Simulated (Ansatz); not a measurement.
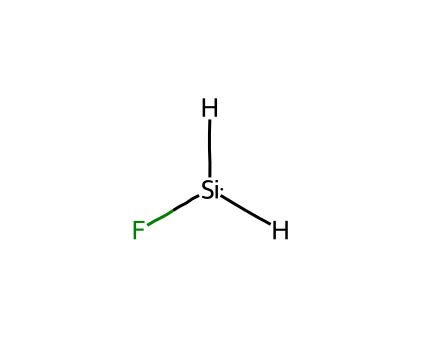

2D structure. State: neutral, doublet.

Question: Transcribe the drawing into SMILES.

Answer: F[SiH2]

Question: What is the molecular formula?

Answer: FH2Si.

Question: An optimisation with PBE0-D4/def2-TZVP gave a structure of which point group?

Answer: Cs.

The parts below concern this one geometry. Atoms keep their numbers from picture to picture. The computed structure is the end point of a PBE0-D4/def2-TZVP optimisation.

Shape

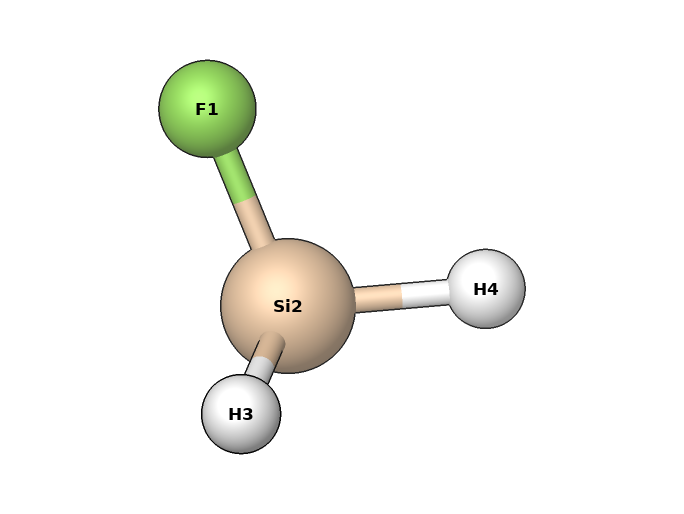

Atoms carry their numbers in the input.

Estimate the angles F1–Si2–H3, H3–Si2–H4.

| angle | degrees |
| --- | --- |
| F1–Si2–H3 | 107.9 |
| H3–Si2–H4 | 111.4 |

Levels of theory compared

Program: Ansatz 0.2.0.

Tabulate HOMO energy (eV), dipole (D) at these levels: B3LYP-D4/def2-TZVPP; PBE-D4/def2-TZVPP; r2SCAN-D4/def2-TZVPP; ωB97M-V/def2-TZVPP.

```csv
level,HOMO energy (eV),dipole (D)
B3LYP-D4/def2-TZVPP,−6.27,1.22
PBE-D4/def2-TZVPP,−5.35,1.09
r2SCAN-D4/def2-TZVPP,−5.72,1.14
ωB97M-V/def2-TZVPP,−8.32,1.22
```

Thermal motion

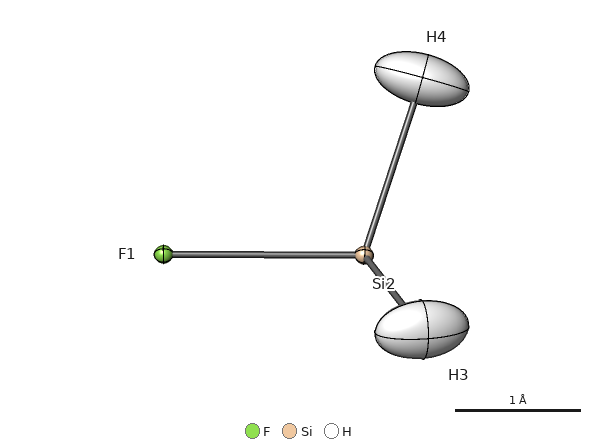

Displacement ellipsoids at the 50 % level, enlarged 1.5 times, from the internal vibrations of the free molecule (harmonic, no overall translation or rotation; no half-axis is drawn under 0.075 Å). Vibrations computed with UKS PBE0-D4/def2-TZVP (Ansatz 0.2.0). Temperature: 600 K.

Give the displacement parameters, one line for each set of equivalent atoms.

```tsv
atom	U_eq (Å²)	rms amplitudes (Å)
F1	0.00032	0.006, 0.010, 0.028
Si2	0.00019	0.010, 0.010, 0.019
H3, H4	0.0153	0.086, 0.105, 0.166
```

Vibrations

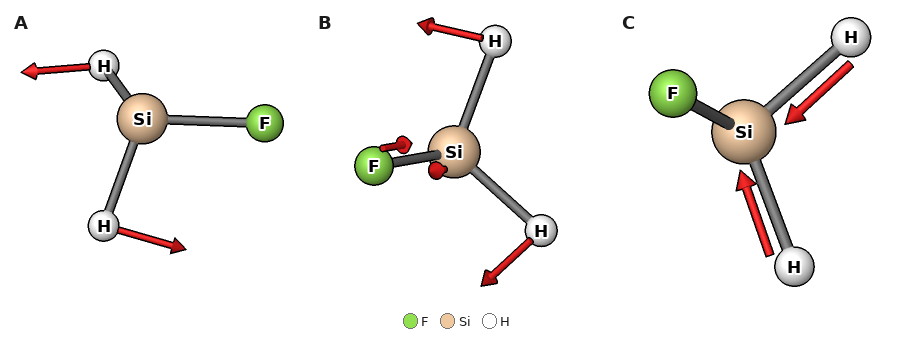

3 normal modes of one molecule or complex, as arrows. Harmonic vibrations computed with UKS PBE0-D4/def2-TZVP (Ansatz 0.2.0) at a stationary point of the same level.

Question: Match the panels to the wavenumbers 704 cm⁻¹, 877 cm⁻¹, 2177 cm⁻¹.

Answer: A: 704 cm⁻¹, F–Si–H bending
B: 877 cm⁻¹
C: 2177 cm⁻¹, in-phase stretching of 2 Si–H bonds
